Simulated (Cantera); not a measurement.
A closed system holds: 1 mol V2O3, 660 mol H2, 2.9 mol H2O, at 0.293 Torr.

Equilibrium computed with Cantera from the NASA thermochemical tables; the gas is ideal and each condensed phase is pure. Candidate condensed phases: H2O, V, VO, V2O3, V2O4, V2O5; 12 gas species. Mutual solubility and eutectic melting of coexisting phases are not modelled. VO: taken at fixed stoichiometry. Condensed phases not in the tables: the oxides between V2O3 and V2O5 other than VO2. Rates play no part.

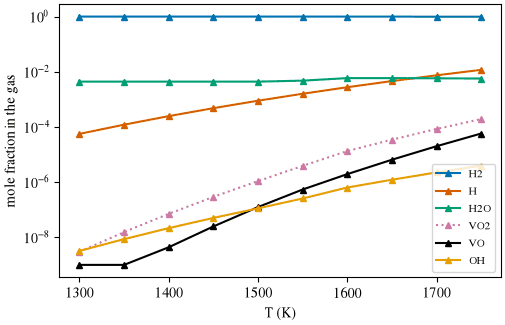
Figure. Equilibrium gas composition (values under 1e-9 drawn at 1e-9)

**Question.** Read off the mole fractions at 1700 K.

**Answer.** H2 about 0.99, H about 0.0074, H2O about 0.0058, VO2 about 8.4e-5, VO about 2.0e-5, OH about 2.2e-6.
